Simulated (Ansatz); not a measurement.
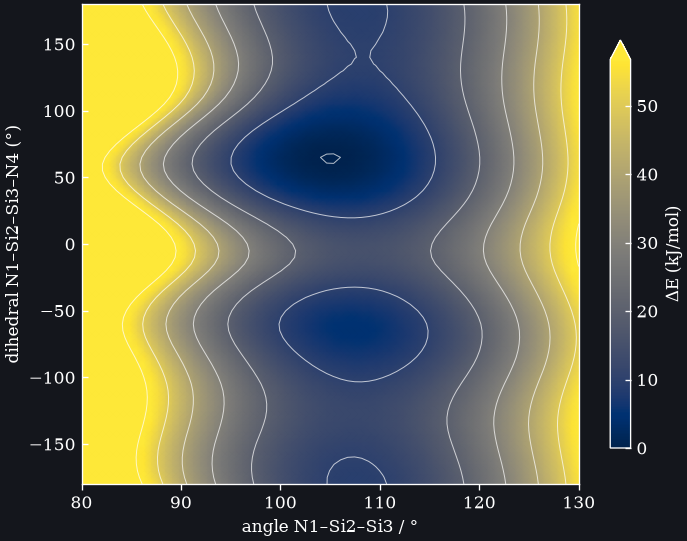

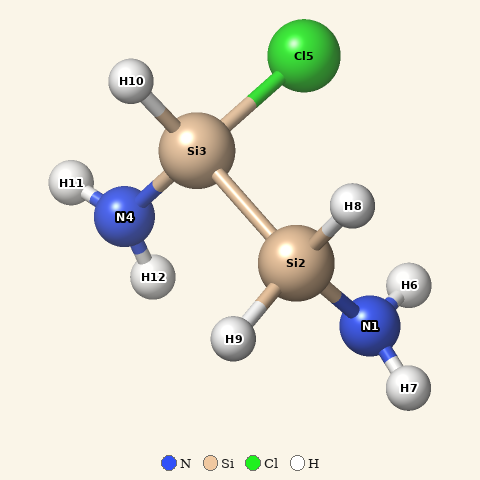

Energy landscape of ClH7N2Si2, SMILES N[SiH2][SiH](N)Cl. 
- The first coordinate is: angle N1–Si2–Si3; the second: dihedral N1–Si2–Si3–N4.
- Nothing is relaxed (all other coordinates rigid).
- Grid: 15 × 15 points.
- Energies are in kJ/mol, from the lowest grid point.
- The calculation used RHF/def2-SVP in Ansatz.

Drawn: a smooth colour map with a few white contour lines, one colour for all values above the top of the scale. Between grid points the surface is interpolated. The second picture is the structure at the lowest point.

**What does the map say about the system?**

The lowest grid point is at angle N1–Si2–Si3 = 105.0°, dihedral N1–Si2–Si3–N4 = 60°. Higher local minima lie near angle N1–Si2–Si3 = 108.6°, dihedral N1–Si2–Si3–N4 = −60° (5 kJ/mol above the lowest at that grid point); angle N1–Si2–Si3 = 108.6°, dihedral N1–Si2–Si3–N4 = −180° (9 kJ/mol above the lowest at that grid point). The highest grid point, angle N1–Si2–Si3 = 80.0°, dihedral N1–Si2–Si3–N4 = 132°, lies 152 kJ/mol above the lowest. On the interpolated surface the easiest way out of the lowest well to the well at about angle N1–Si2–Si3 = 107°, dihedral N1–Si2–Si3–N4 = −180° passes a barrier of about 10 kJ/mol. Round the minimum the two coordinates are nearly uncoupled.

Each point was launched as `ansatz run input.yaml --threads 1 --pin off --max-ram 2560MiB --backend cpu --events-out ev --progress --plain --runs-dir out`. Time for the 225 points that were run: 9.6 min on 1 thread of Intel(R) Xeon(R) Platinum 8488C (Sapphire Rapids) (shared host).
